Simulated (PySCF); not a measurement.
SMILES N#Cc1[c]cccc1, doublet, CAM-B3LYP/def2-SVP optimised geometry. Atoms within 1.6 Å of the plane z = 1.2 Å (x, y, z in Å): N1 (2.22, 2.83, 0.00), C2 (1.66, 1.82, 0.00), C3 (0.94, 0.57, 0.00), C4 (1.59, -0.65, 0.00), C5 (0.97, -1.88, 0.00), C6 (-0.43, -1.88, 0.00), C7 (-1.13, -0.67, 0.00), C8 (-0.46, 0.54, 0.00), H9 (1.54, -2.81, 0.00), H10 (-0.97, -2.83, 0.00), H11 (-2.22, -0.69, 0.00), H12 (-1.02, 1.49, 0.00).

Method: unrestricted CAM-B3LYP/def2-TZVP run with PySCF 2.14.0.

Map of the HOMO amplitude (α) (bohr^(-3/2)) on the plane z = 1.2 Å; orbital energy -9.20 eV, overall sign arbitrary:

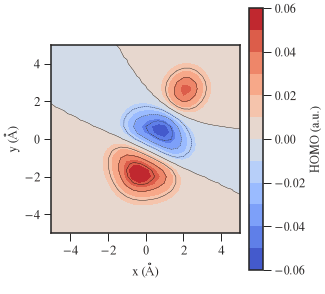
Fig. 1. HOMO amplitude (α) (bohr^(-3/2)) on the plane z = 1.2 Å.
